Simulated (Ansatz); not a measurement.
# GeH2Cl (SMILES [Cl][GeH2]): UB3LYP/def2-TZVPP

Aim: the vertical ionisation energy of GeH2Cl at UB3LYP/def2-TZVPP, from 2 runs. 

The calculation is run with Ansatz 0.2.0.

39 further runs of the same task are left out: 39 set aside as unsound or not needed.

**1. The molecule**

GeH2Cl has 4 atoms, charge 0, and is taken as a doublet. As SMILES, `[Cl][GeH2]`. The shape is that of a PBE0-D4/def2-TZVP optimisation.

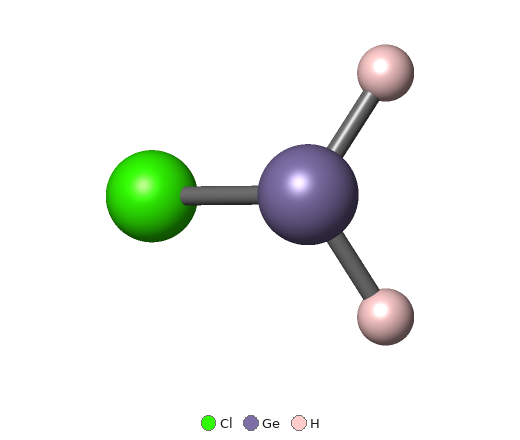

Viewed from a chosen angle; chlorine green, germanium purple, hydrogen pink.

**2. The energy at UB3LYP/def2-TZVPP**

run.yaml reads:

```yaml
basis:
  gaussian:
    orbitals: def2-TZVPP
crystal:
  periodic: [false, false, false]
  atoms:
    - {symbol: Cl, position_ang: [-1.562900, 0.305200, 0.993500]}
    - {symbol: Ge, position_ang: [0.106700, -0.451100, -0.141600]}
    - {symbol: H, position_ang: [0.072700, 0.259600, -1.514200]}
    - {symbol: H, position_ang: [1.383400, -0.113700, 0.662300]}
output: {orbitals: {seedname: orbitals}}
magnetization:
  spin_polarized: true
  initial_magnetization: 1
accuracy: high
total_charge: 0
hamiltonian:
  xc: {name: B3LYP}
```

The run is started by

```bash
ansatz run run.yaml --threads 1 --pin off --max-ram 3480MiB --events-out events.jsonl --progress --plain --runs-dir runs
```

What it wrote:

```text
Warning: RAYON_NUM_THREADS=1 ignored (pool sized by the plan → 1); use --threads N
Functional definition: B3LYP
  name "B3LYP"
  parameter a0 = 0.2
  parameter ax = 0.72
  parameter ac = 0.81
  exchange = (1 - a0 - ax)*slater_x + ax*b88_x + a0*exact_x
  correlation = (1 - ac)*vwn_rpa_c + ac*lyp_c
1798 factors; integrals over basis functions are off by at most 4.5e-9 eV
mean field evaluation 1: about -69074.7702 eV, gradient 1.5e1 eV
mean field evaluation 2: about -69074.6312 eV, gradient 1.8e1 eV
mean field evaluation 4: about -69075.4405 eV, gradient 6.2e-1 eV
mean field evaluation 8: about -69075.4761 eV, gradient 9.0e-2 eV
mean field evaluation 16: about -69075.4761 eV, gradient 1.5e-4 eV
mean field -69075.47612128 eV, -2538.4769264178 hartree, gradient 9.6e-8 eV, S^2 0.751676; 0 other end points of the search recorded, 0 dependent functions left out
reference -69075.47615363 eV, -2538.4769276065 hartree; 26, 25 occupied and 92, 93 virtual orbitals, 1798 factors
Total energy: -69075.47615363 eV, -2538.4769276065 hartree
```

It took 12 s on 1 thread of Arm Neoverse V2, shared host; peak memory 0.46 GiB.

**3. The singlet cation**

input.yaml reads:

```yaml
crystal:
  periodic: [false, false, false]
  atoms:
    - {symbol: Cl, position_ang: [-1.562900, 0.305200, 0.993500]}
    - {symbol: Ge, position_ang: [0.106700, -0.451100, -0.141600]}
    - {symbol: H, position_ang: [0.072700, 0.259600, -1.514200]}
    - {symbol: H, position_ang: [1.383400, -0.113700, 0.662300]}
basis:
  gaussian: {orbitals: def2-TZVPP}
total_charge: 1
hamiltonian: {xc: {name: B3LYP}}
accuracy: high
output: {orbitals: {seedname: orbitals}}
```

The run is started by

```bash
ansatz run input.yaml --threads 1 --pin off --max-ram 3480MiB --events-out events.jsonl --progress --plain --runs-dir runs
```

What it wrote, shortened:

```text
Warning: RAYON_NUM_THREADS=1 ignored (pool sized by the plan → 1); use --threads N
[... 7 set-up lines as earlier in the session ...]
1798 factors; integrals over basis functions are off by at most 4.5e-9 eV
mean field evaluation 1: about -69062.1984 eV, gradient 4.2e1 eV
mean field evaluation 2: about -69030.6215 eV, gradient 1.0e2 eV
mean field evaluation 4: about -69066.4084 eV, gradient 5.8e0 eV
mean field evaluation 8: about -69066.5228 eV, gradient 3.3e-1 eV
mean field evaluation 16: about -69066.5236 eV, gradient 2.3e-4 eV
mean field -69066.52361954 eV, -2538.1479280469 hartree, gradient 4.4e-8 eV, S^2 0.000000; 0 other end points of the search recorded, 0 dependent functions left out
reference -69066.52365163 eV, -2538.1479292263 hartree; 25, 25 occupied and 93, 93 virtual orbitals, 1798 factors
Total energy: -69066.52365163 eV, -2538.1479292263 hartree
```

Wall time 7.2 s (1 thread of Arm Neoverse V2, shared host); peak memory 0.33 GiB.

**4. Outcome**

Level: UB3LYP/def2-TZVPP.

```
                                          quantity           value
                      doublet GeH2Cl: total energy  -2538.47693 Eh
doublet GeH2Cl: HOMO energy (highest over α and β)        -6.38 eV
 doublet GeH2Cl: LUMO energy (lowest over α and β)        -3.70 eV
                              doublet GeH2Cl: ⟨S²⟩           0.752
                      singlet cation: total energy  -2538.14793 Eh
                       singlet cation: HOMO energy       -14.99 eV
                       singlet cation: LUMO energy       -11.46 eV
                     singlet cation: HOMO–LUMO gap         3.52 eV
vertical ionisation energy (to the singlet cation)        8.953 eV
```

The vertical ionisation energy comes to 8.95 eV (206 kcal/mol). Only the singlet of the ionised species was computed; a triplet could lie lower.
